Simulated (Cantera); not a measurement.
Charge: 1 mol C2H4, 0.1 mol CO2, 1.4 mol H2, at 0.100 bar.

Method: chemical equilibrium by Gibbs-energy minimisation in Cantera with the NASA 1993 tables (ideal gas, pure condensed phases). Candidate condensed phases: C, C6H6, C7H8, C8H18, H2O; 131 gas species. Ions and electrons are included (thermal ionisation). Rates play no part.

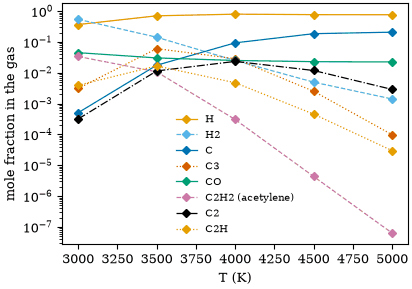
Equilibrium gas composition (values under 1e-9 drawn at 1e-9)

### Question
Read off the mole fractions at 5000 K.

### Answer
H about 0.76, C about 0.21, CO about 0.022, C2 about 0.0029, H2 about 0.0014, C3 about 9.8e-5, C2H about 3.0e-5, C2H2 (acetylene) about 6.3e-8.
